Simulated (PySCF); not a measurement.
# C3H7F (2-fluoropropane) at 6 levels

Wanted: a comparison of 6 runs (CAM-B3LYP/cc-pVDZ, M06-L/cc-pVDZ, PBE0/cc-pVDZ, revPBE/cc-pVDZ, wB97X/cc-pVDZ, CCSD(T)/cc-pVDZ) of C3H7F (2-fluoropropane). The job is set up through a Python script.

The results are computed with PySCF 2.14.0.

**1. The structure to begin with**

C3H7F: 11 atoms, total charge 0, spin state singlet. SMILES: `CC(C)F`. The shape is that of a PBE0-D4/def2-TZVP optimisation.

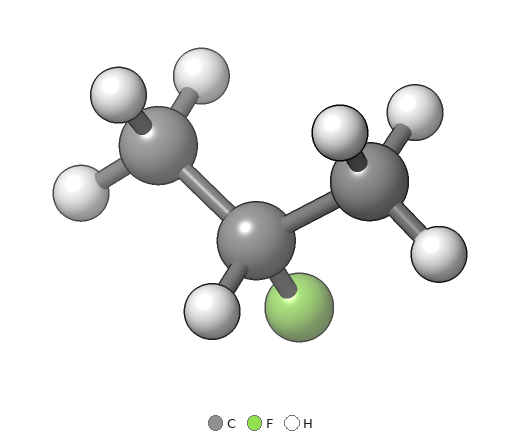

Viewed from a chosen angle; carbon grey, fluorine green, hydrogen white.

**2. The energy at CAM-B3LYP/cc-pVDZ (run 1)**

Input file job.py:

```python
from pyscf import gto, dft

mol = gto.Mole()
mol.atom = [
    ('C', (-0.234500, 1.045100, -0.703000)),
    ('C', (-0.479600, -0.306600, -0.081300)),
    ('C', (0.626400, -0.766200, 0.834700)),
    ('F', (-0.614100, -1.242400, -1.108400)),
    ('H', (-1.041900, 1.303400, -1.390000)),
    ('H', (-0.180600, 1.814100, 0.071000)),
    ('H', (0.707700, 1.043900, -1.256000)),
    ('H', (-1.436600, -0.307200, 0.453700)),
    ('H', (1.578500, -0.788700, 0.299400)),
    ('H', (0.417300, -1.766700, 1.216600)),
    ('H', (0.722800, -0.085600, 1.683800)),
]
mol.max_memory = 1860
mol.basis = 'cc-pvdz'
mol.spin = 0
mol.verbose = 4
mol.build()

ks = dft.RKS(mol, xc='cam-b3lyp')
ks.conv_tol = 1e-10
ks.grids.level = 5
ks.kernel()
if not ks.converged:
    ks = ks.newton().run(ks.mo_coeff, ks.mo_occ)

energy = ks.e_tot
print('Final energy', energy)
```

Launch:

```
$ OMP_NUM_THREADS=1 python job.py
```

Log:

```text
PySCF version 2.14.0

[... 79 lines left out ...]
converged SCF energy = -218.284645235743
Final energy -218.2846452357429
```

Wall time 41 s (1 thread of Intel Xeon at 2.70GHz, shared host); peak memory 0.46 GiB.

**3. A single-point energy at M06-L/cc-pVDZ (run 2)**

Input file start.xyz:

```xyz
11
C3H7F
C     -0.234500     1.045100    -0.703000
C     -0.479600    -0.306600    -0.081300
C      0.626400    -0.766200     0.834700
F     -0.614100    -1.242400    -1.108400
H     -1.041900     1.303400    -1.390000
H     -0.180600     1.814100     0.071000
H      0.707700     1.043900    -1.256000
H     -1.436600    -0.307200     0.453700
H      1.578500    -0.788700     0.299400
H      0.417300    -1.766700     1.216600
H      0.722800    -0.085600     1.683800
```

Input file input.py:

```python
from pyscf import gto, dft

mol = gto.M(
    atom='start.xyz',
    max_memory=1860,
    verbose=4,
    basis='cc-pvdz',
)

mf = dft.RKS(mol, xc='m06-l')
mf.conv_tol = 1e-10
mf.grids.level = 5
mf.kernel()
if not mf.converged:
    mf = mf.newton().run(mf.mo_coeff, mf.mo_occ)

etot = mf.e_tot
print('E(%s) = %.9f' % ('M06-L', etot))
```

Launch:

```
$ OMP_NUM_THREADS=1 python input.py
```

Log:

```text
PySCF version 2.14.0

[... 79 lines left out ...]
converged SCF energy = -218.356613354193
E(M06-L) = -218.356613354
```

Run time: 42 s. Hardware: 1 thread of Intel Xeon at 2.70GHz, shared host; peak memory 0.5 GiB.

Run 3 isn't shown in full; the table further down has it.

**4. A single-point energy at revPBE/cc-pVDZ (run 4)**

Input file job.py:

```python
from pyscf import gto, dft

mol = gto.M(
    atom=[
    ('C', (-0.234500, 1.045100, -0.703000)),
    ('C', (-0.479600, -0.306600, -0.081300)),
    ('C', (0.626400, -0.766200, 0.834700)),
    ('F', (-0.614100, -1.242400, -1.108400)),
    ('H', (-1.041900, 1.303400, -1.390000)),
    ('H', (-0.180600, 1.814100, 0.071000)),
    ('H', (0.707700, 1.043900, -1.256000)),
    ('H', (-1.436600, -0.307200, 0.453700)),
    ('H', (1.578500, -0.788700, 0.299400)),
    ('H', (0.417300, -1.766700, 1.216600)),
    ('H', (0.722800, -0.085600, 1.683800)),
],
    max_memory=1860,
    basis='cc-pvdz',
    verbose=4,
)

mf = dft.RKS(mol, xc='revpbe')
mf.conv_tol = 1e-10
mf.grids.level = 5
mf.kernel()
if not mf.converged:
    mf = mf.newton().run(mf.mo_coeff, mf.mo_occ)

e_tot = mf.e_tot
print(f'total energy: {e_tot:.8f} hartree')
```

Launch:

```
$ OMP_NUM_THREADS=1 python job.py
```

Log:

```text
PySCF version 2.14.0

[... 81 lines left out ...]
converged SCF energy = -218.309744001769
total energy: -218.30974400 hartree
```

It took 25 s on 1 thread of Intel Xeon at 2.70GHz, shared host; peak memory 0.46 GiB.

Run 5 isn't shown in full; the table further down has it.

**5. A single-point energy at CCSD(T)/cc-pVDZ (run 6)**

Input file run.py:

```python
# CC(C)F
from pyscf import gto, cc

system = gto.M(
    atom='''
C     -0.234500     1.045100    -0.703000
C     -0.479600    -0.306600    -0.081300
C      0.626400    -0.766200     0.834700
F     -0.614100    -1.242400    -1.108400
H     -1.041900     1.303400    -1.390000
H     -0.180600     1.814100     0.071000
H      0.707700     1.043900    -1.256000
H     -1.436600    -0.307200     0.453700
H      1.578500    -0.788700     0.299400
H      0.417300    -1.766700     1.216600
H      0.722800    -0.085600     1.683800
''',
    basis='cc-pvdz',
    verbose=3,
    max_memory=1860,
    spin=0,
)

hf = system.RHF()
hf.conv_tol = 1e-10
hf.kernel()
if not hf.converged:
    hf = hf.newton().run(hf.mo_coeff, hf.mo_occ)

mycc = cc.CCSD(hf, frozen=4)
mycc.kernel()
e_t = mycc.ccsd_t()
e_tot = mycc.e_tot + e_t
print('E(%s) = %.9f' % ('CCSD(T)', e_tot))
```

Launch:

```
$ OMP_NUM_THREADS=1 python run.py
```

Log:

```text
converged SCF energy = -217.133898597571
E(CCSD) = -217.8001771803244  E_corr = -0.6662785827529782
CCSD(T) correction = -0.0162145309106966
E(CCSD(T)) = -217.816391711
```

Run time: 37 s. Hardware: 1 thread of Intel Xeon at 2.70GHz, shared host; peak memory 0.58 GiB.

**6. Overview of the runs**

```
run              level  integration grid  frozen core orbitals  energy (Eh)  dipole moment (D) of the reference  HOMO energy (eV)  LUMO energy (eV)  wall time
  1  CAM-B3LYP/cc-pVDZ                 5                     –  -218.284645                                1.77            -10.40              2.82       41 s
  2      M06-L/cc-pVDZ                 5                     –  -218.356613                                1.76             -7.57              1.99       42 s
  3       PBE0/cc-pVDZ                 5                     –  -218.143463                                1.76             -8.94              1.96       23 s
  4     revPBE/cc-pVDZ                 5                     –  -218.309744                                1.58             -7.14              1.20       25 s
  5      wB97X/cc-pVDZ                 5                     –  -218.332966                                1.78            -11.43              4.07       43 s
  6    CCSD(T)/cc-pVDZ                 –                     4  -217.816392                                2.09            -13.03              4.88       37 s
```

**7. Outcome**

| quantity | value |
| --- | --- |
| run 6: total energy | -217.81639 Eh |
| run 6: dipole moment (Hartree–Fock density) | 2.09 D |
| run 6: HOMO energy (Hartree–Fock orbitals) | -13.03 eV |
| run 6: LUMO energy (Hartree–Fock orbitals) | 4.88 eV |
| run 6: HOMO–LUMO gap (Hartree–Fock orbitals) | 17.91 eV |
| run 6: correlation energy (4 core orbitals frozen) | -682.5 mEh |
| run 6: (T) correction | -16.21 mEh |
| run 6: T1 diagnostic | 0.009 |

Over runs 1, 2, 3, 4, 5 the dipole moment (its size) runs from 1.58 D (revPBE/cc-pVDZ) to 1.78 D (wB97X/cc-pVDZ). Over runs 1, 2, 3, 4, 5 the HOMO–LUMO gap runs from 8.34 eV (revPBE/cc-pVDZ) to 15.51 eV (wB97X/cc-pVDZ). Totals of different functionals can't be ranked against each other. All runs together took 3.5 min, the longest 43 s.
